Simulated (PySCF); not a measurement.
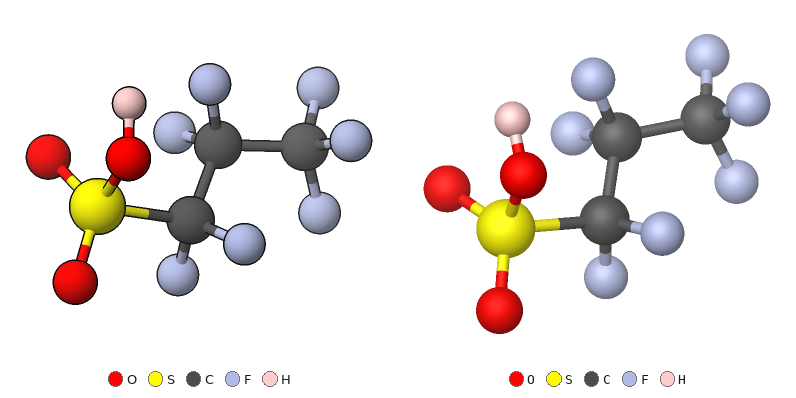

Both panels show the same species.

Computed geometry: PBE0-D3(BJ)/def2-SVP optimisation. No frequency run is at hand to confirm it as a minimum.

Description:

Formula C3HF7O3S. Its SMILES string is `O=S(=O)(O)C(F)(F)C(F)(F)C(F)(F)F`. It has no ring. Among its groups: C–F bond. The point group is C1. Coordination, clear cases only: 1 O bent; 3 C tetrahedral.

More results for the same structure follow; atom numbers are the same in all pictures, views and colours differ.

### Geometry

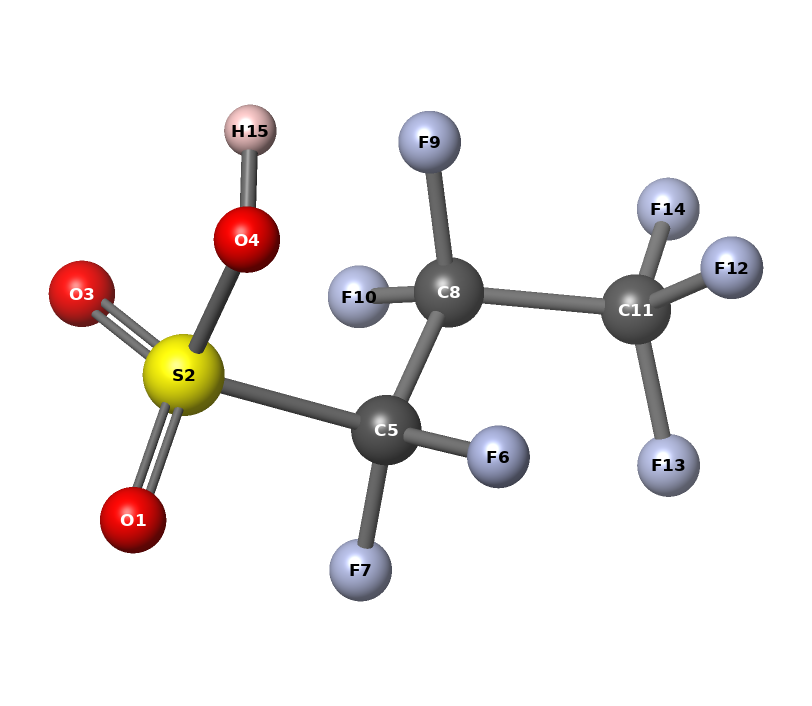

The atoms are numbered. No frequency run is at hand to confirm it as a minimum.

Which atoms are bonded, and how long are the bonds?

```tsv
bond	length (Å)	order
O1–S2	1.437	double
S2–O3	1.445	double
S2–O4	1.605	single
S2–C5	1.867	single
O4–H15	0.972	single
C5–F6	1.330	single
C5–F7	1.327	single
C5–C8	1.547	single
C8–F9	1.349	single
C8–F10	1.327	single
C8–C11	1.550	single
C11–F12	1.321	single
C11–F13	1.324	single
C11–F14	1.322	single
```

### Quadrupole coupling

No frequency run is at hand to confirm it as a minimum. Electric field gradients from the ground-state density, PBE0/pcSseg-1 in benzene (IEF-PCM) (PySCF 2.14.0), non-relativistic apart from any core potentials.

Give the largest field-gradient component, the quadrupole coupling constant and the asymmetry for 17O at O1 (Q = −25.6 mb), 33S at S2 (Q = −67.81 mb), 17O at O3 (Q = −25.6 mb), 17O at O4 (Q = −25.6 mb), 2H at H15 (Q = 2.86 mb).

| atom | V_zz (a.u.) | e²qQ/h (MHz) | η |
| --- | --- | --- | --- |
| O1 | 1.363 | −8.20 | 0.08 |
| S2 | 0.777 | −12.38 | 0.64 |
| O3 | 1.364 | −8.21 | 0.06 |
| O4 | 1.690 | −10.16 | 0.89 |
| H15 | 0.423 | 0.284 | 0.15 |

### NMR shielding

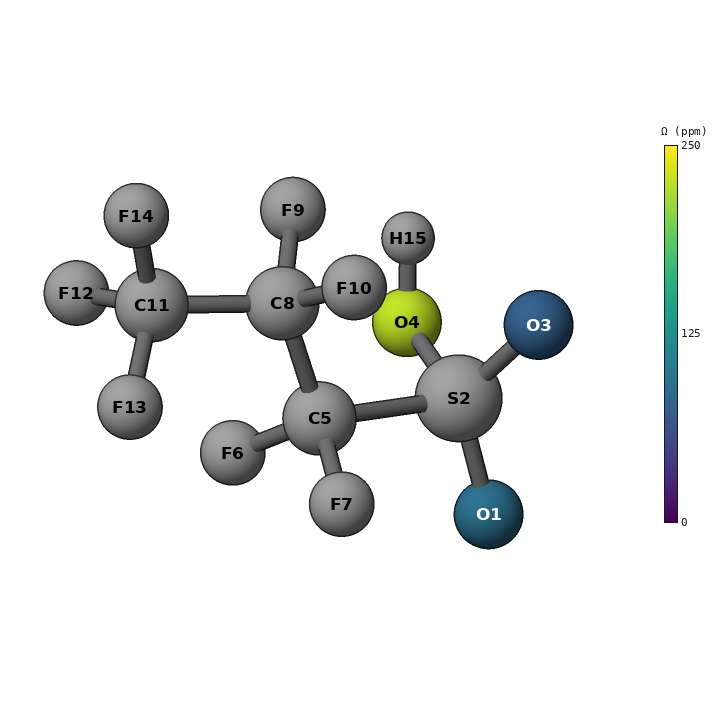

The O atoms are coloured by the span of their shielding tensor. No frequency run is at hand to confirm it as a minimum. Method: GIAO PBE0/pcSseg-1 NMR shielding, non-relativistic, IEF-PCM chloroform (PySCF 2.14.0). Principal shieldings σ11 ≤ σ22 ≤ σ33, span Ω = σ33 − σ11, skew κ = 3(σiso − σ22)/Ω.

**Which O atom has the most anisotropic shielding?**

O4, with a span of 224 ppm.

Give the shielding tensors of the O atoms.

| atom | σ11 | σ22 | σ33 | σiso | Ω | κ |
| --- | --- | --- | --- | --- | --- | --- |
| O1 | 72.5 | 111.6 | 163.7 | 115.9 | 91.2 | 0.14 |
| O3 | 56.0 | 85.2 | 133.1 | 91.5 | 77.1 | 0.24 |
| O4 | 37.9 | 67.8 | 261.7 | 122.5 | 223.8 | 0.73 |

Shieldings and span in ppm.

### Dipole moment

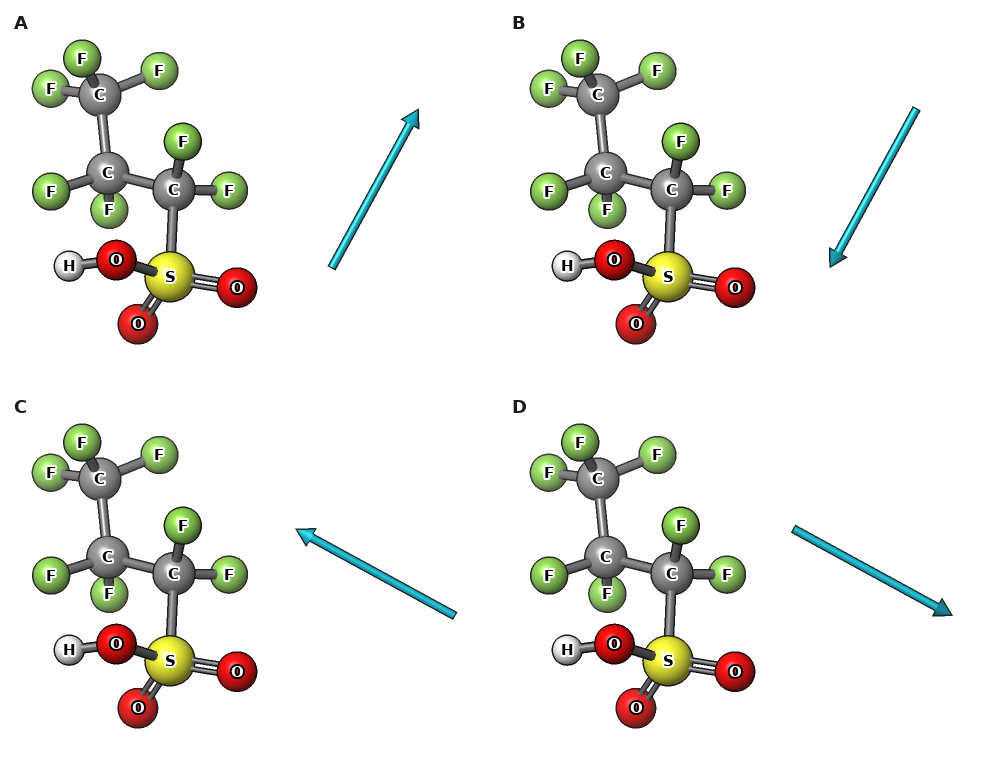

The same molecule four times, each with an arrow. No frequency run is at hand to confirm it as a minimum. Properties computed with PBE0/pcSseg-1 in benzene (IEF-PCM) (PySCF 2.14.0).

**Which arrow points along the dipole moment, from the negative to the positive end?**

C. The dipole moment is 3.15 D.

### Charges

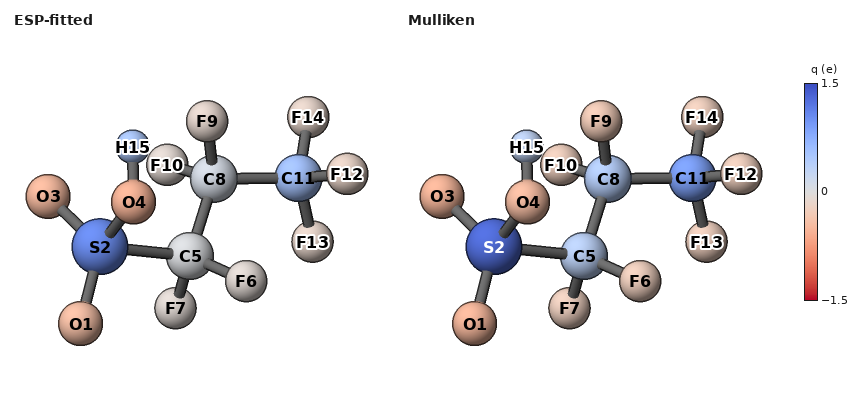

Atomic charges of one calculation by 2 schemes, on one colour scale. No frequency run is at hand to confirm it as a minimum. Level of theory: PBE0/pcSseg-1 in benzene (IEF-PCM) (PySCF 2.14.0).

**Which scheme gives the most polar picture (largest mean size of the charges)?**

The Mulliken charges are the largest in size here.

**On which atom do the schemes disagree most?**

On C11 (from 0.53 to 0.86 e).

List the charges (e), one line for each set of equivalent atoms.

```
atom  ESP-fitted  Mulliken
  O1       −0.42     −0.48
  S2        1.02      1.25
  O3       −0.47     −0.50
  O4       −0.52     −0.44
  C5        0.03      0.34
  F6       −0.06     −0.24
  F7       −0.06     −0.23
  C8        0.09      0.40
  F9       −0.11     −0.28
 F10       −0.08     −0.24
 C11        0.53      0.86
 F12       −0.15     −0.24
 F13       −0.13     −0.24
 F14       −0.14     −0.24
 H15        0.46      0.29
```

Mulliken values depend strongly on the basis set and can even reverse the polarity of a bond.
